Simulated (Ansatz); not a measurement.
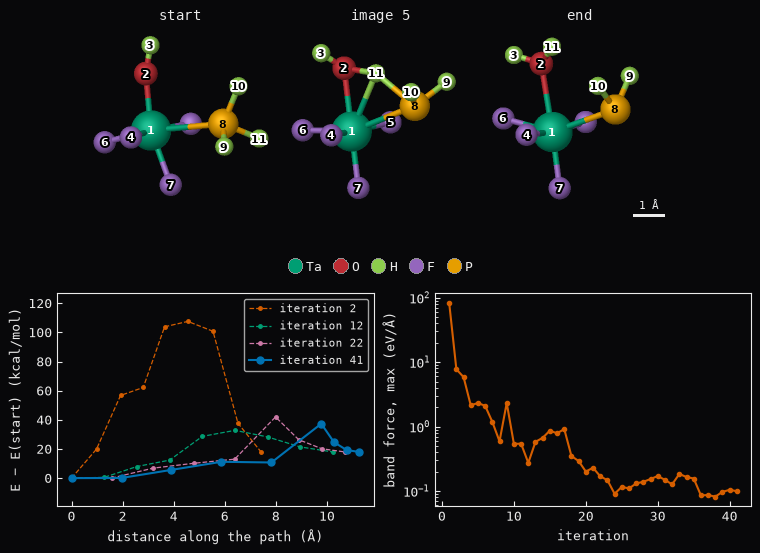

A search for the minimum-energy path of TaPH₄OF₄ by the nudged elastic band. Images are numbered from 0 (start) to 8 (end). The plot follows the band through its iterations. The picture is a ball-and-stick view, seen at a tilt.

Computed with RKS PBE0/def2-SVP in Ansatz. Set-up: 7 movable images; climbing image; force threshold 0.05 eV/Å; iteration limit 41; starting path through a guess of the saddle point.

> Did the band converge, and can the barrier be trusted?

The result isn't final. The band hadn't converged when the run stopped after 41 iterations. The largest component of the band force went from 83 to 0.1 eV/Å. The barrier read from it is provisional, though the highest image hardly moved in the last two iterations. The first iteration put the highest image at 541.5 kcal/mol. Forward barrier 37.4 kcal/mol, backward barrier 19.4 kcal/mol, with image 5 at the top; the reaction energy is +18.0 kcal/mol.

The run took 20 min on 4 threads of Intel(R) Xeon(R) Platinum 8259CL CPU @ 2.50GHz (Skylake/Cascade Lake), with other jobs on the host, peak memory 0.54 GiB.
